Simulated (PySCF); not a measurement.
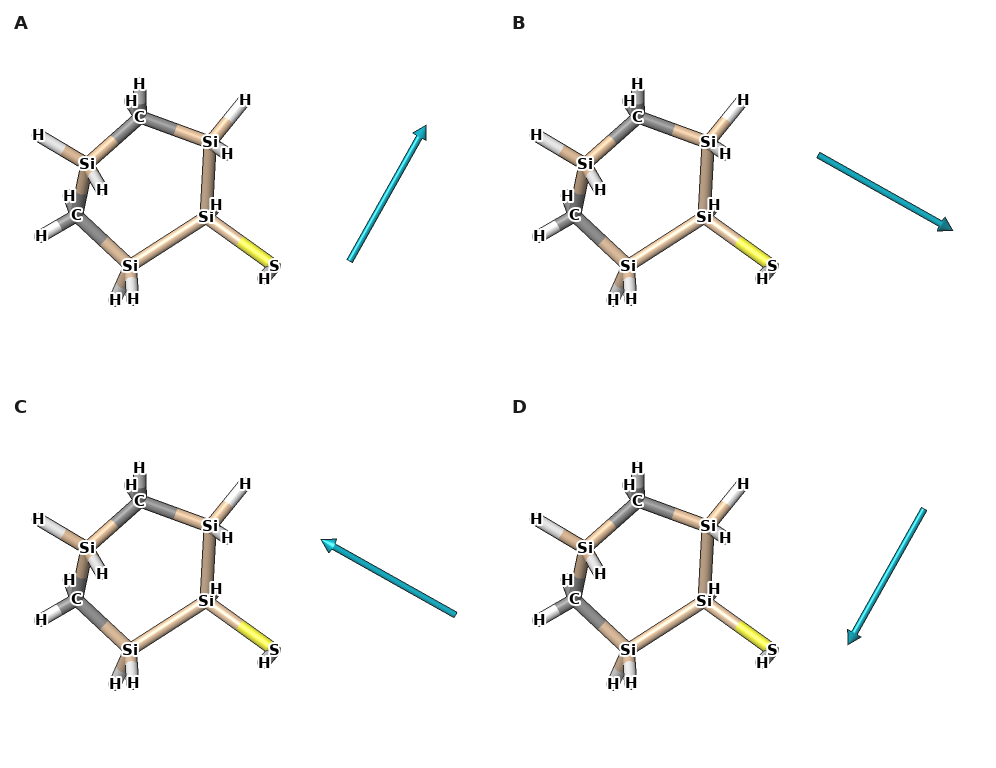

The same molecule four times, each with an arrow. The geometry was computed by an optimisation with GFN2-xTB. No frequency run is at hand to confirm it as a minimum. Method: PBE0/pcSseg-1, gas phase (PySCF 2.14.0).

Which arrow points along the dipole moment, from the negative to the positive end?

Answer. C. The dipole moment is 2.38 D.

The geometry is semi-empirical. Around Si such bond lengths and angles can be off by a tenth of an ångström or more and by several degrees, and values that hang on the shape move with them.
